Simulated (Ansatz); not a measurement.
# GeNH3Cl (SMILES [NH2][GeH][Cl]): RPA@PBE/cc-pVDZ

What is the vertical doublet–quartet gap of GeNH3Cl at RPA@PBE/cc-pVDZ? 

The results are computed with Ansatz 0.2.0.

72 further runs of the same task are left out: 72 set aside as unsound or not needed.

**1. The structure to begin with**

GeNH3Cl: 6 atoms, total charge 0, spin state doublet. As SMILES, `[NH2][GeH][Cl]`. The coordinates come from a PBE0-D4/def2-TZVP relaxation. This is one conformer, not always the lowest.

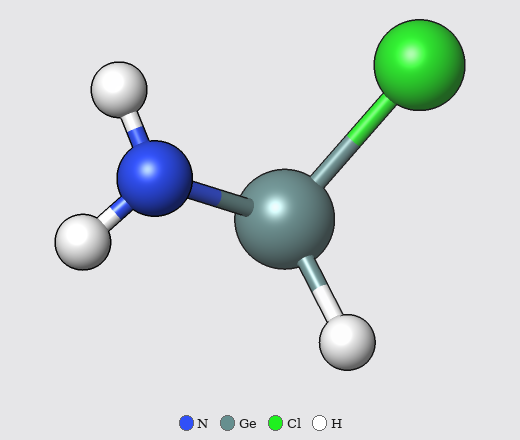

Viewed from a chosen angle; nitrogen blue, germanium teal, chlorine green, hydrogen white.

**2. The energy at RPA@PBE/cc-pVDZ**

The input, run.yaml:

```yaml
basis:
  gaussian:
    orbitals: cc-pVDZ
crystal:
  periodic: [false, false, false]
  atoms:
    - {symbol: "N", position_ang: [-0.446300, 0.317900, -0.788300]}
    - {symbol: Ge, position_ang: [0.075400, -0.151000, 0.908100]}
    - {symbol: Cl, position_ang: [1.243000, -1.956900, 0.623300]}
    - {symbol: H, position_ang: [-0.984500, 1.171200, -0.861400]}
    - {symbol: H, position_ang: [-0.888700, -0.414300, -1.327200]}
    - {symbol: H, position_ang: [1.043200, 0.969100, 1.399300]}
magnetization:
  spin_polarized: true
  initial_magnetization: 1
hamiltonian:
  xc: pbe
correlation:
  method: rpa
  frozen_orbitals: {Cl: 5, Ge: 9, H: 0, "N": 1}
accuracy: high
```

Launch:

```bash
$ ansatz run run.yaml --threads 1 --pin off --max-ram 3480MiB --events-out events.jsonl --progress --plain --runs-dir runs
```

The program printed:

```text
Warning: RAYON_NUM_THREADS=1 ignored (pool sized by the plan → 1); use --threads N
Functional definition: PBE
  name "PBE"
  parameter kappa = 0.804
  parameter beta = 0.06672455060314922
  exchange = pbe_x(kappa = kappa, mu = beta*pi^2/3)
  correlation = pbe_c(beta = beta)
1672 factors; integrals over basis functions are off by at most 4.7e-9 eV
mean field evaluation 1: about -70555.9593 eV, gradient 4.4e1 eV
mean field evaluation 2: about -70555.9586 eV, gradient 4.4e1 eV
mean field evaluation 4: about -70561.7815 eV, gradient 1.8e1 eV
mean field evaluation 8: about -70563.9340 eV, gradient 1.6e-1 eV
mean field evaluation 16: about -70563.9335 eV, gradient 1.1e-4 eV
mean field evaluation 32: about -70544.7494 eV, gradient 1.8e1 eV
mean field -70563.93354719 eV, -2593.1767279072 hartree, gradient 4.2e-8 eV, S^2 0.751798; 1 other end points of the search recorded, 0 dependent functions left out
15 core orbitals not correlated: weight in the atoms' cores, before any rotation towards them, 1.000 or more for the frozen orbitals, at most 0.000 for the correlated occupied ones
reference -70505.27744750 eV, -2591.0211560020 hartree; 15, 14 occupied and 44, 45 virtual orbitals, 1672 factors
Total energy: -70523.71673203 eV, -2591.6987872100 hartree
```

Run time: 15 s. Hardware: 1 thread of Arm Neoverse V1, shared host; peak memory 0.29 GiB.

**3. The quartet**

The input, job.yaml:

```yaml
crystal:
  periodic: [false, false, false]
  atoms:
    - {symbol: "N", position_ang: [-0.446300, 0.317900, -0.788300]}
    - {symbol: Ge, position_ang: [0.075400, -0.151000, 0.908100]}
    - {symbol: Cl, position_ang: [1.243000, -1.956900, 0.623300]}
    - {symbol: H, position_ang: [-0.984500, 1.171200, -0.861400]}
    - {symbol: H, position_ang: [-0.888700, -0.414300, -1.327200]}
    - {symbol: H, position_ang: [1.043200, 0.969100, 1.399300]}
basis:
  gaussian: {orbitals: cc-pVDZ}
magnetization: {spin_polarized: true, initial_magnetization: 3}
hamiltonian: {xc: pbe}
correlation: {method: rpa, frozen_orbitals: {Cl: 5, Ge: 9, H: 0, "N": 1}}
accuracy: high
```

Launch:

```bash
$ ansatz run job.yaml --threads 1 --pin off --max-ram 3480MiB --events-out events.jsonl --progress --plain --runs-dir runs
```

The program printed (excerpt; [...] marks lines left out):

```text
Warning: RAYON_NUM_THREADS=1 ignored (pool sized by the plan → 1); use --threads N
[... 2 set-up lines as earlier in the session ...]
[...]
1672 factors; integrals over basis functions are off by at most 4.7e-9 eV
[...]
mean field -70557.62949625 eV, -2592.9450583082 hartree, gradient 8.7e-8 eV, S^2 3.752791; 10 other end points of the search recorded, 0 dependent functions left out
15 core orbitals not correlated: weight in the atoms' cores, before any rotation towards them, 1.000 or more for the frozen orbitals, at most 0.000 for the correlated occupied ones
reference -70498.04897059 eV, -2590.7555143752 hartree; 16, 13 occupied and 43, 46 virtual orbitals, 1672 factors
Total energy: -70517.30680412 eV, -2591.4632267040 hartree
```

Run time: 36 s. Hardware: 1 thread of Arm Neoverse V1, shared host; peak memory 0.35 GiB.

**4. Results**

At RPA@PBE/cc-pVDZ, 15 core orbitals frozen:

| quantity | value |
| --- | --- |
| doublet: total energy | -2591.69879 Eh |
| doublet: RPA correlation energy (valence) | -677.6 mEh |
| doublet: ⟨S²⟩ of the reference determinant | 0.752 |
| quartet: total energy | -2591.46323 Eh |
| quartet: RPA correlation energy (valence) | -707.7 mEh |
| quartet: ⟨S²⟩ of the reference determinant | 3.753 |
| vertical energy of the quartet above the doublet | 6.410 eV |

At this shape the quartet lies 6.41 eV (148 kcal/mol) above the doublet.
